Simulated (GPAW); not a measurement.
# NaF (Villiaumite): G0W0 on several meshes in GPAW

How does the mesh move the gap of NaF (Villiaumite)?

Main program and level: GPAW 26.7.0; PBE and many-body steps on it, plane waves.

The database entry behind the starting cell differs from later determinations by our own check (0.1 to 0.3 % short, probably kX units), so it need not match the best structure at ambient conditions.

## 1. Starting point

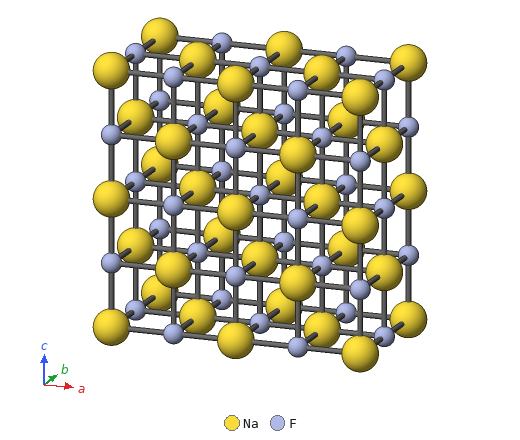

The starting structure, seen slightly off an axis (sodium yellow, fluorine light blue). 2×1×2 cells are drawn. This picture shows the conventional cell, with its axes. Some periodic images of atoms are drawn too.

As a file:

```cif
data_structure
_symmetry_space_group_name_H-M 'P 1'
_symmetry_Int_Tables_number 1
_cell_length_a 3.2668
_cell_length_b 3.2668
_cell_length_c 3.2668
_cell_angle_alpha 60.000
_cell_angle_beta 60.000
_cell_angle_gamma 60.000
_cell_volume 24.65
loop_
_atom_site_label
_atom_site_type_symbol
_atom_site_fract_x
_atom_site_fract_y
_atom_site_fract_z
_atom_site_occupancy
Na1 Na 0.00000 0.00000 0.00000 1
F2 F 0.50000 0.50000 0.50000 1
```

The cell and positions come from the Crystallography Open Database and are kept as given unless a step says otherwise.

## 2. Empty states on the mesh, 6×6×6 mesh, 376 bands

This step: GPAW 26.7.0; DFT, PBE, plane waves, PAW.

The sums over transitions need many empty states on a uniform mesh; this step solves for them.

run.py reads:

```python
import json
import numpy as np
from gpaw.mpi import world
from gpaw import GPAW

calc = GPAW('gs.gpw').fixed_density(kpts={'size': (6, 6, 6), 'gamma': True},
    parallel={'domain': 1, 'band': 1},
    txt='nscf.txt')
calc.diagonalize_full_hamiltonian(nbands=376)
calc.write('full.gpw', mode='all')
res = {}
kpts = calc.get_ibz_k_points()
res['kpts'] = kpts
res['eigenvalues'] = [calc.get_eigenvalues(kpt=k) for k in range(len(kpts))]
res['n_electrons'] = calc.get_number_of_electrons()

if world.rank == 0:
    with open('result.json', 'w') as f:
        json.dump(res, f, default=lambda x: x.tolist())
```

On the command line:

```console
$ mpirun -n 4 gpaw python run.py
```

Numbers of over 12 decimals in the logs are rounded to 6 here.

The log of the run:

```text
Diagonalizing LCAO Hamiltonian
Converting LCAO to pw mode
convergence criteria:
- Maximum integral of absolute [eigenst]ate change: 4e-08 eV^2 / valence electron
maximum number of iterations: 100

SCF iterations
|iter     |     time |      energy | eigst |  dens |
|iter:   1|  |             | +1.95 |       |
|iter:   2|  |             | +0.39 |       |
|iter:   3|  |             | -0.96 |       |
|iter:   4|  |             | -3.37 |       |
|iter:   5|  |             | -5.34 |       |
|iter:   6|  |             | -7.04 |       |
|iter:   7|  |             | -8.22c|       |
SCF steps: 7
  __  _  _
 | _ |_)|_||  |
 |__||  | ||/\| - 26.7.0

Input parameters:
  mode=PW(ecut=600.0),
  convergence={'density': 1e-06, 'bands': -3},
  gpts=array([20, 20, 20]),
  kpts=MonkhorstPack(size=(6, 6, 6), gamma=True),
  maxiter=100,
  nbands=14,
  occupations=Occupations(name='fermi-dirac', width=0.001, fixmagmom=False),
  parallel={'domain': 1, 'band': 1},
  xc=XC(name='PBE')
Matrix size: 869x869
# Writing to full.gpw (mode='all')
  [... matrices ...]

timing:  # [seconds]
  Total: 3.143  # ━━━━━━━━━━━━━━━━━━━━━━━━━━━━━━━━━━━━━━━━━━━━━━━━━━━━━━━━━━━
```

It took 8.5 s on 4 MPI ranks of Intel Xeon Platinum 8259CL at 2.50GHz (Skylake/Cascade Lake), shared host; peak memory 0.98 GiB; 33 s of CPU time.

Numbers from this step:

```
gap                                                           : 6.378 eV
k of the valence top                                          : 0, 0, 0
k of the conduction bottom                                    : 0, 0, 0
least direct gap                                              : 6.378 eV
k points computed                                             : 16
lowest point of the top converged band, above the valence top : 345.1271 eV
```

On this mesh the gap is 6.378 eV.

## 3. 6×6×6

G0W0 replaces the xc potential by the self-energy, built once from these orbitals. Only a window of levels is corrected, while the sums run over the empty bands that the input names.

This step: G0W0 on PBE, plane waves, PAW.

run.py reads:

```python
import json
import numpy as np
from gpaw.mpi import world
from gpaw.response.g0w0 import G0W0

gw = G0W0('full.gpw',
    filename='gw',
    kpts=[0],
    bands=(5, 9),
    ecut=210,
    nbands=170,
    integrate_gamma='WS',
    ppa=True)
gw.calculate()
res = {mode: {k: v for k, v in r.items() if k != 'sigma_eskwn'}
       for mode, r in gw.all_results.items()}

if world.rank == 0:
    with open('result.json', 'w') as f:
        json.dump(res, f, default=lambda x: x.tolist())
```

On the command line:

```console
$ mpirun -n 4 gpaw python run.py
```

The log of the run:

```text
Using integrator: PointIntegrator
FrequencyGridDescriptor(from 0.000+0.000j to 0.000+27.211j eV, 2 points)
Nonperiodic BCs:  [False False False]
Using integrator: PointIntegrator
FrequencyGridDescriptor(from 0.000+0.000j to 0.000+27.211j eV, 2 points)
Nonperiodic BCs:  [False False False]
  ___  _ _ _
 |   || | | |
 | | || | | |
 |__ ||_____|
 |___|

BZ k-points: Symmetries present (total): 48

  [... matrices ...]
216 k-points: 6 x 6 x 6 Monkhorst-Pack grid + [1/12,1/12,1/12]
16 k-points in the irreducible part of the Brillouin zone
       k-points in crystal coordinates                weights
   0:     0.00000000    0.00000000    0.00000000          1/216
   1:     0.16666667    0.16666667    0.00000000          6/216
   2:     0.16666667    0.16666667    0.16666667          8/216
   3:     0.33333333    0.16666667    0.16666667         12/216
   4:     0.33333333    0.33333333   -0.33333333         12/216
   5:     0.33333333    0.33333333    0.00000000          6/216
   6:     0.33333333    0.33333333    0.16666667         24/216
   7:     0.33333333    0.33333333    0.33333333          8/216
   8:     0.50000000    0.33333333   -0.33333333         24/216
   9:     0.50000000    0.33333333   -0.16666667         12/216
          ...
  15:     0.50000000    0.50000000    0.50000000          4/216

Distributing spins, k-points and bands (1 x 1 x 4) over 4 processes
Number of blocks: 1

Quasi particle states:
k-points (IBZ indices): [0]
Band range: (5, 9)
  [... matrices ...]
Computational parameters:
Plane wave cut-off: 210 eV
Number of bands: 170
Coulomb cutoff: None
Broadening: 0.1 eV

fxc modes: GW
Kernel: RPA
Using Godby-Needs plasmon-pole approximation:
  Fitting energy: i*E0, E0 = 1.000 Hartree
Summing all q:

Calculating screened Coulomb potential
No Coulomb truncation
FrequencyGridDescriptor(from 0.000+0.000j to 0.000+27.211j eV, 2 points)
Removing empty qpoint cache files...

Calculating chi0 body with:
    Ground state adapter containing:
    Number of spins: 1
    Number of kpoints: 216
    Number of irreducible kpoints: 16
    Number of completely occupied states: 7
    Number of partially occupied states: 7
    Occupied states memory: 0.8544921875 M / cpu

    Linear response parametrization:
    q_c: [1.3877787807814457e-17, 1.3877787807814457e-17, 1.3877787807814457e-17]
    Number of frequency points: 2
    Planewave cutoff: 210.0
    Number of bands: 170
    Number of planewaves: 169
    Broadening (eta): 1e-06
    comm.size: 4
    kncomm.size: 4
    blockcomm.size: 1

    Memory estimate of potentially large arrays:
        chi0_wGG: 0.871613 M / cpu
Integrating chi0 body.

Symmetries of q_c:
    Direct symmetries (Uq -> q): 48
    Indirect symmetries (TUq -> q): 0
In total 48 allowed symmetries.

  [... matrices ...]
16 groups of equivalent kpoints. 92.592593% reduction.

Integral kind: response function
Integrating chi0 head and wings.

Symmetries of q_c:
    Direct symmetries (Uq -> q): 48
    Indirect symmetries (TUq -> q): 0
In total 48 allowed symmetries.

  [... matrices ...]
16 groups of equivalent kpoints. 92.592593% reduction.

Integral kind: response function wings

Calculating chi0 body with:
    Ground state adapter containing:
    Number of spins: 1
    Number of kpoints: 216
    Number of irreducible kpoints: 16
    Number of completely occupied states: 7
    Number of partially occupied states: 7
[... the further q-points ...]

Results:
f:      Occupation numbers
eps:     KS-eigenvalues [eV]
vxc:     KS vxc [eV]
exx:     Exact exchange [eV]
sigma:   Self-energies [eV]
dsigma:  Self-energy derivatives
Z:       Renormalization factors
qp:      QP-energies [eV]

k-point 0 (0): (0.000, 0.000, 0.000)                GW
band       f     eps     vxc     exx   sigma  dsigma       Z      qp
                                                                   GW
   5   1.000  -1.693 -23.643 -31.320   4.313  -0.228   0.814  -4.434
   6   1.000  -1.693 -23.643 -31.320   4.313  -0.228   0.814  -4.434
   7   0.000   4.685 -10.175  -5.932  -2.611  -0.107   0.904   6.160
   8   0.000  17.389  -7.141  -2.148  -3.138  -0.117   0.896  19.051
```

The job ended after 2 min (4 MPI ranks; peak memory 1.3 GiB; 8 min of CPU time).

Numbers from this step:

| Item | Value |
| --- | --- |
| G0W0 gap on the points computed | 10.59 eV |
| least direct G0W0 gap on the computed points | 10.59 eV |
| Z at the valence top | 0.8144 |
| Z at the conduction bottom | 0.9036 |
| starting gap on the mesh | 6.378 eV |
| k of the valence top | 0, 0, 0 |
| k of the conduction bottom | 0, 0, 0 |

The gap on the mesh goes from 6.38 eV to 10.59 eV, a correction of +4.22 eV.

## 4. Empty states on the mesh, 4×4×4 mesh, 180 bands

This step: DFT, PBE, plane waves, PAW.

run.py reads:

```python
import json
import numpy as np
from gpaw.mpi import world
from gpaw import GPAW

calc = GPAW('gs.gpw').fixed_density(kpts={'size': (4, 4, 4), 'gamma': True},
    parallel={'domain': 1, 'band': 1},
    txt='nscf.txt')
calc.diagonalize_full_hamiltonian(nbands=180)
calc.write('full.gpw', mode='all')
res = {}
kpts = calc.get_ibz_k_points()
res['kpts'] = kpts
res['eigenvalues'] = [calc.get_eigenvalues(kpt=k) for k in range(len(kpts))]
res['n_electrons'] = calc.get_number_of_electrons()

if world.rank == 0:
    with open('result.json', 'w') as f:
        json.dump(res, f, default=lambda x: x.tolist())
```

On the command line:

```console
$ mpirun -n 4 gpaw python run.py
```

The log of the run:

```text
Diagonalizing LCAO Hamiltonian
Converting LCAO to pw mode
convergence criteria:
- Maximum integral of absolute [eigenst]ate change: 4e-08 eV^2 / valence electron
maximum number of iterations: 100

SCF iterations
|iter     |     time |      energy | eigst |  dens |
|iter:   1|  |             | +1.92 |       |
|iter:   2|  |             | +0.20 |       |
|iter:   3|  |             | -1.13 |       |
|iter:   4|  |             | -3.22 |       |
|iter:   5|  |             | -5.60 |       |
|iter:   6|  |             | -7.28 |       |
|iter:   7|  |             | -8.18c|       |
SCF steps: 7
  __  _  _
 | _ |_)|_||  |
 |__||  | ||/\| - 26.7.0

Input parameters:
  mode=PW(ecut=600.0),
  convergence={'density': 1e-06, 'bands': -3},
  gpts=array([20, 20, 20]),
  kpts=MonkhorstPack(size=(4, 4, 4), gamma=True),
  maxiter=100,
  nbands=14,
  occupations=Occupations(name='fermi-dirac', width=0.001, fixmagmom=False),
  parallel={'domain': 1, 'band': 1},
  xc=XC(name='PBE')
Matrix size: 869x869
# Writing to full.gpw (mode='all')
  [... matrices ...]

timing:  # [seconds]
  Total: 1.458  # ━━━━━━━━━━━━━━━━━━━━━━━━━━━━━━━━━━━━━━━━━━━━━━━━━━━━━━━━━━━
```

Run time: 7.2 s. Hardware: 4 MPI ranks; peak memory 0.82 GiB.

This step gave:

```
gap                                                           : 6.378 eV
k of the valence top                                          : 0, 0, 0
k of the conduction bottom                                    : 0, 0, 0
least direct gap                                              : 6.378 eV
k points computed                                             : 8
lowest point of the top converged band, above the valence top : 203.3538 eV
```

On this mesh the gap is 6.378 eV.

## 5. 4×4×4

This step: G0W0 on PBE, plane waves, PAW.

run.py reads:

```python
import json
import numpy as np
from gpaw.mpi import world
from gpaw.response.g0w0 import G0W0

gw = G0W0('full.gpw',
    filename='gw',
    kpts=[0],
    bands=(5, 9),
    ecut=210,
    nbands=170,
    integrate_gamma='WS',
    ppa=True)
gw.calculate()
res = {mode: {k: v for k, v in r.items() if k != 'sigma_eskwn'}
       for mode, r in gw.all_results.items()}

if world.rank == 0:
    with open('result.json', 'w') as f:
        json.dump(res, f, default=lambda x: x.tolist())
```

On the command line:

```console
$ mpirun -n 4 gpaw python run.py
```

The log of the run:

```text
Using integrator: PointIntegrator
FrequencyGridDescriptor(from 0.000+0.000j to 0.000+27.211j eV, 2 points)
Nonperiodic BCs:  [False False False]
Using integrator: PointIntegrator
FrequencyGridDescriptor(from 0.000+0.000j to 0.000+27.211j eV, 2 points)
Nonperiodic BCs:  [False False False]
  ___  _ _ _
 |   || | | |
 | | || | | |
 |__ ||_____|
 |___|

BZ k-points: Symmetries present (total): 48

  [... matrices ...]
64 k-points: 4 x 4 x 4 Monkhorst-Pack grid + [1/8,1/8,1/8]
8 k-points in the irreducible part of the Brillouin zone
       k-points in crystal coordinates                weights
   0:     0.00000000    0.00000000    0.00000000          1/64
   1:     0.25000000    0.25000000    0.00000000          6/64
   2:     0.25000000    0.25000000    0.25000000          8/64
[...]
6:     0.50000000    0.50000000    0.25000000         24/64
   7:     0.50000000    0.50000000    0.50000000          4/64

Distributing spins, k-points and bands (1 x 1 x 4) over 4 processes
Number of blocks: 1

Quasi particle states:
k-points (IBZ indices): [0]
Band range: (5, 9)
  [... matrices ...]
Computational parameters:
Plane wave cut-off: 210 eV
Number of bands: 170
Coulomb cutoff: None
Broadening: 0.1 eV

fxc modes: GW
Kernel: RPA
Using Godby-Needs plasmon-pole approximation:
  Fitting energy: i*E0, E0 = 1.000 Hartree
Summing all q:

Calculating screened Coulomb potential
No Coulomb truncation
FrequencyGridDescriptor(from 0.000+0.000j to 0.000+27.211j eV, 2 points)
Removing empty qpoint cache files...

Calculating chi0 body with:
    Ground state adapter containing:
    Number of spins: 1
    Number of kpoints: 64
    Number of irreducible kpoints: 8
    Number of completely occupied states: 7
    Number of partially occupied states: 7
    Occupied states memory: 0.8544921875 M / cpu

    Linear response parametrization:
    q_c: [0.0, 0.0, 0.0]
    Number of frequency points: 2
    Planewave cutoff: 210.0
    Number of bands: 170
    Number of planewaves: 169
    Broadening (eta): 1e-06
    comm.size: 4
    kncomm.size: 4
    blockcomm.size: 1

    Memory estimate of potentially large arrays:
        chi0_wGG: 0.871613 M / cpu
Integrating chi0 body.

Symmetries of q_c:
    Direct symmetries (Uq -> q): 48
    Indirect symmetries (TUq -> q): 0
In total 48 allowed symmetries.

  [... matrices ...]
8 groups of equivalent kpoints. 87.5% reduction.

Integral kind: response function
Integrating chi0 head and wings.

Symmetries of q_c:
    Direct symmetries (Uq -> q): 48
    Indirect symmetries (TUq -> q): 0
In total 48 allowed symmetries.

  [... matrices ...]
8 groups of equivalent kpoints. 87.5% reduction.

Integral kind: response function wings

Calculating chi0 body with:
    Ground state adapter containing:
    Number of spins: 1
    Number of kpoints: 64
    Number of irreducible kpoints: 8
    Number of completely occupied states: 7
    Number of partially occupied states: 7
    Occupied states memory: 0.8544921875 M / cpu

    Linear response parametrization:
[... the further q-points ...]

Results:
f:      Occupation numbers
eps:     KS-eigenvalues [eV]
vxc:     KS vxc [eV]
exx:     Exact exchange [eV]
sigma:   Self-energies [eV]
dsigma:  Self-energy derivatives
Z:       Renormalization factors
qp:      QP-energies [eV]

k-point 0 (0): (0.000, 0.000, 0.000)                GW
band       f     eps     vxc     exx   sigma  dsigma       Z      qp
                                                                   GW
   5   1.000  -1.693 -23.643 -31.326   4.309  -0.229   0.814  -4.439
   6   1.000  -1.693 -23.643 -31.326   4.309  -0.229   0.814  -4.439
   7   0.000   4.685 -10.175  -5.916  -2.616  -0.107   0.903   6.169
   8   0.000  17.389  -7.141  -2.147  -3.134  -0.118   0.894  19.053
```

The job ended after 33 s (4 MPI ranks; peak memory 1.1 GiB).

Numbers from this step:

```
G0W0 gap on the points computed              : 10.61 eV
least direct G0W0 gap on the computed points : 10.61 eV
Z at the valence top                         : 0.8138
Z at the conduction bottom                   : 0.9033
starting gap on the mesh                     : 6.378 eV
k of the valence top                         : 0, 0, 0
k of the conduction bottom                   : 0, 0, 0
```

Against G0W0 in GPAW (6×6×6 mesh, 170 bands, screening to 210 eV, Godby-Needs plasmon pole), the gap moves by +0.015 eV.

## 6. Side by side

Times are wall times on 4 MPI ranks of Intel Xeon Platinum 8259CL at 2.50GHz (Skylake/Cascade Lake), shared host, good to a factor of about two.

| run | mesh | bands | screening cutoff (eV) | DFT gap (eV) | gap on the mesh (eV) | direct (eV) | time |
| --- | --- | --- | --- | --- | --- | --- | --- |
| 6×6×6 | 6×6×6 | 170 | 210 | 6.378 | 10.594 | 10.594 | 2 min |
| 4×4×4 | 4×4×4 | 170 | 210 | 6.378 | 10.608 | 10.608 | 33 s |

## 7. What came out

| Item | Value |
| --- | --- |
| 6×6×6 | 10.594 eV |
| 4×4×4 | 10.608 eV |
| known limits | not at the basis limit; coarse k mesh |

4×4×4: +0.015 eV against 6×6×6. Bands and cutoff are finite, so the gap is not at the basis limit. The miss can reach some tenths of an eV and take either sign; the mesh is an error of its own. These stock PAW sets were not made for GW. In the G0W0 runs levels were corrected at 1 k point alone, so a gap called «on the mesh» is the least over those, and an edge elsewhere would be missed.

[Paths, hosts, dates, memory and timing lines, banners, echoed tables and standing remarks are left out of the program output.]

[Logs are printed without paths, hosts, clocks, repeated set-up lines and the standing remarks that a program may print on its own settings, such as how far it seeks lower states.]

[Runs of the session that timed out or met a known fault of the program may be left out.]

[Hosts, paths, dates, database ids (printed as entryN), source tags and the programs' standing remarks are cut or masked in the printed files.]
